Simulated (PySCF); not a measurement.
C5H3FO2 (SMILES C=C(F)C#CC(=O)O)

The calculation's input:

```
{"job": {"kind": "nmr", "xc": "PBE0", "basis": "pcSseg-1"}, "charge": 0, "multiplicity": 1}
C     -2.612133    -0.061810    -0.675458
C     -1.621820    -0.727476    -0.092085
F     -1.836326    -1.951757     0.432696
C     -0.298561    -0.252427     0.037865
C      0.846416     0.104345     0.174370
C      2.171344     0.658445     0.266993
O      2.477108     1.738329    -0.165301
O      3.018058    -0.166420     0.889501
H     -2.440684     0.912544    -1.091944
H     -3.598704    -0.484574    -0.740285
H      3.900726     0.233472     0.937685
```

Launched as:

```sh
OMP_NUM_THREADS=1 python probes_run.py task.json out
```

Geometry: GFN2-xTB.

Level of theory: PySCF 2.14.0, PBE0/pcSseg-1, SCF density, gas phase, non-relativistic.

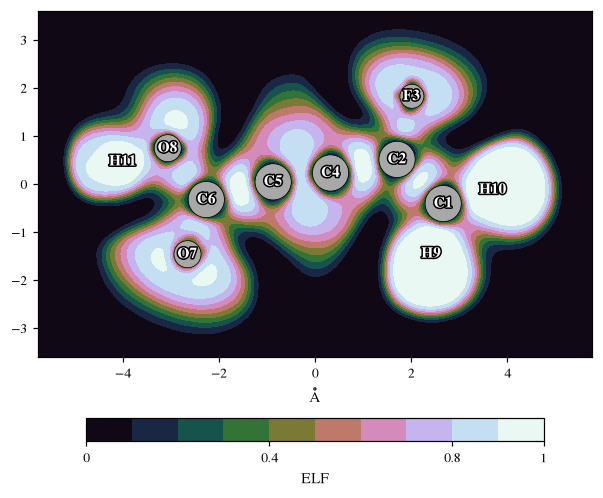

Figure 1. ELF on the molecular plane. Grey discs cover the atomic cores.

### What do the fields say about this system?

- The section cuts through C, F, O and H sites.
- C–O (1.20 Å): the ELF peaks at about 0.85 between the atoms; a short, multiple covalent bond.
- C–C (1.21 Å): the ELF peaks at about 0.85 between the atoms: a short, multiple covalent bond.
- C–F (1.35 Å): the ELF peaks at about 0.85 between the atoms (a polar covalent bond).
- O–H (0.97 Å): the ELF climbs to about 1 towards the hydrogen, as it does in any bond to H (a covalent bond by its length).
- C–C (1.33 Å): the ELF peaks at about 0.95 between the atoms: a multiple bond.
- The ELF also peaks beside O7, O8 and F3, away from the bonds: lone-pair regions.

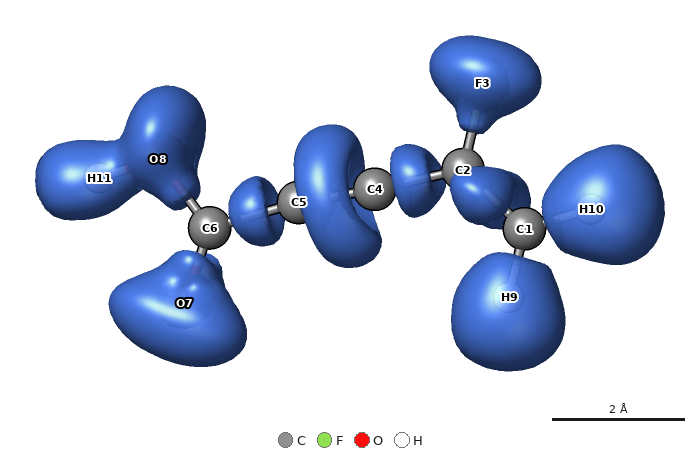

Figure 2. Isosurface of the ELF at 0.75 (blue), seen at a tilt. Core shells and regions of very low density are left out.

### Where are the electrons localised?

At this value the surface marks out four regions between bonded C–C atoms (shared pairs), two regions around hydrogen nuclei, one region on F in which the atom's valence shell and bonds are merged, one region on O in which the atom's valence shell and bonds are merged and one joined region spread over several atoms (H, O), in which their bonds and any lone pairs are merged.

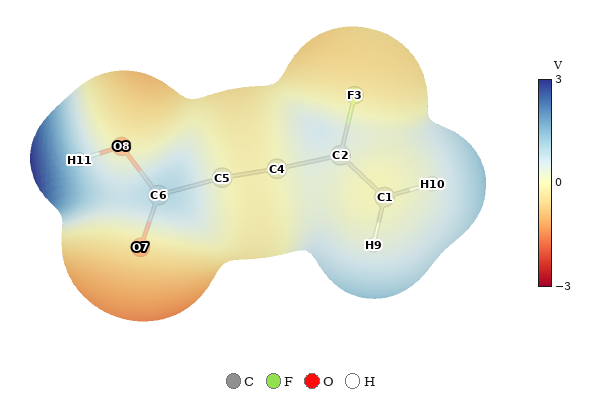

Figure 3. The molecular electrostatic potential painted on the density surface at 0.002 e/bohr³, seen across its widest extent; red is negative and blue positive.

### Describe the electrostatic potential map.

The most negative region (about −1.5 V) lies over O7, the most positive (about +2.9 V) over H11. O7 is the likeliest acceptor of a hydrogen bond.

### How polar is the molecule by this calculation?

Its dipole moment is 0.41 D.
